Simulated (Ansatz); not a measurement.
**How methods differ on PH (SMILES [PH])**

PH has 2 atoms, charge 0, and is taken as a triplet. SMILES: `[PH]`. The coordinates come from a PBE0-D4/def2-TZVP relaxation.

```xyz
2

P     0.0000    0.0000   -0.0146
H     0.0000    0.0000    1.4137
```

Quantity: the energy change with the P1–H2 bond stretched from 1.428 to 2.857 Å, in eV. The values are calculated.

```
             level                    kind  program  value (eV)  less FCI/cc-pVDZ
    UBHLYP/cc-pVDZ           global hybrid   Ansatz        2.95             +0.33
   U-wB97X/cc-pVDZ  range-separated hybrid   Ansatz        3.07             +0.45
UCAM-B3LYP/cc-pVDZ  range-separated hybrid   Ansatz        2.98             +0.36
   UB2PLYP/cc-pVDZ           double hybrid   Ansatz        2.88             +0.26
  UBCCD(T)/cc-pVDZ   coupled cluster or CI   Ansatz        2.67             +0.05
 UCCSDT(Q)/cc-pVDZ   coupled cluster or CI   Ansatz        2.62              0.00
   UCCSDTQ/cc-pVDZ   coupled cluster or CI   Ansatz        2.62              0.00
         FCI/3-21G      exact in the basis   Ansatz        2.05             -0.57
       FCI/cc-pVDZ      exact in the basis   Ansatz        2.62              0.00
```

FCI/cc-pVDZ is exact within its basis and frozen core, so for wave-function methods in that basis the difference is their error; functionals converge differently with the basis, so for them it is only a difference. The first shape isn't each level's own minimum. The values span 2.05 to 3.07 eV. Spin contamination of the reference (⟨S²⟩ at least 0.1 too high) touches UBHLYP/cc-pVDZ, U-wB97X/cc-pVDZ, UCAM-B3LYP/cc-pVDZ, UB2PLYP/cc-pVDZ, UBCCD(T)/cc-pVDZ, UCCSDT(Q)/cc-pVDZ, UCCSDTQ/cc-pVDZ. High-level rows in very small sets aren't better than simpler rows in larger ones. Without the sets that lack polarisation functions the rows with a basis span only 2.62 to 3.07 eV.

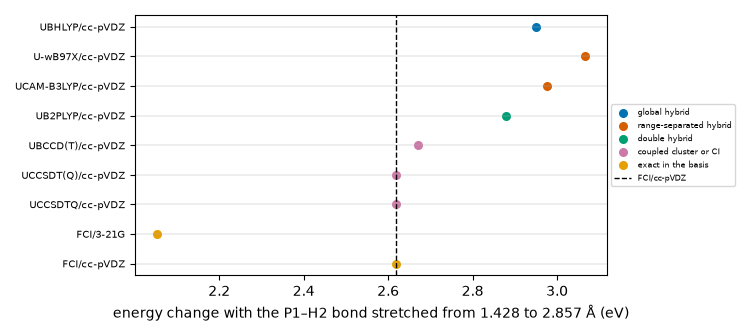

The values of the table, level by level.
